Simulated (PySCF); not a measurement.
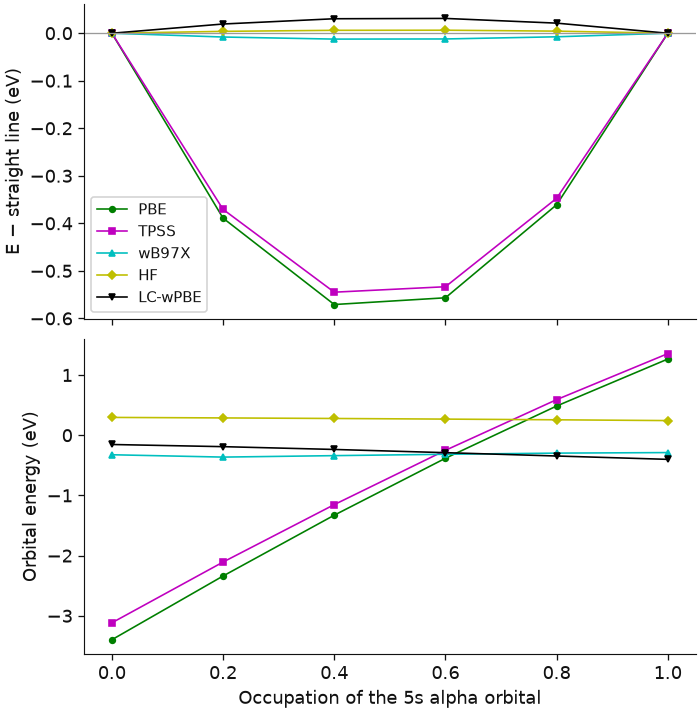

One 5s alpha orbital of Pd⁻ ([Kr] 4d¹⁰ 5s) is emptied in steps. The plot gives the energy less the straight line between the integer ends; the lower panel gives the orbital energy. PySCF, aug-cc-pVDZ-PP with a 28-electron core potential, unrestricted single determinants, no spin-orbit coupling.

What do the curves say about each method?

PBE: convex (delocalisation error), largest departure −0.57 eV, removal energy 0.9197 eV, orbital energy from 1.27 eV when full to −3.40 eV when empty; TPSS: convex (delocalisation error), largest departure −0.54 eV, removal energy 0.7539 eV, orbital energy from 1.36 eV when full to −3.12 eV when empty; wB97X: nearly straight, largest departure −0.012 eV, removal energy 0.3284 eV, orbital energy from −0.287 eV when full to −0.324 eV when empty; HF: nearly straight, largest departure 0.0064 eV, removal energy −0.2728 eV, orbital energy from 0.244 eV when full to 0.297 eV when empty; LC-wPBE: concave (localisation error), largest departure 0.031 eV, removal energy 0.2671 eV, orbital energy from −0.400 eV when full to −0.153 eV when empty. The measured removal energy is 0.5620 eV. The exact energy is a straight line between whole electron numbers.
